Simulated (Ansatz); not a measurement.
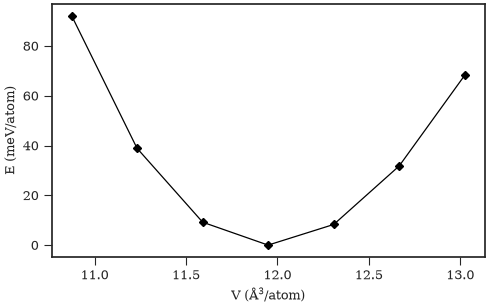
Fig. 1. HfC (rock salt, Fm-3m) under volume change, LDA in the plane-wave PAW code Ansatz, scaled uniformly.

Question: What does a third-order Birch–Murnaghan fit give for V₀, B₀ and B′?

Answer: V₀ = 11.95 Å³/atom, B₀ = 261 GPa, B′ = 4.0.

The cell was relaxed with LDA under the symmetry of its start. No spin polarisation was allowed. Scalar-relativistic: spin–orbit coupling is off unless named, which matters more the heavier the elements.

Potentials: the earlier of the program's two PAW sets. The files were generated under PBE; for other functionals the program regenerates the frozen cores, and for LDA and PBEsol the local potential too.
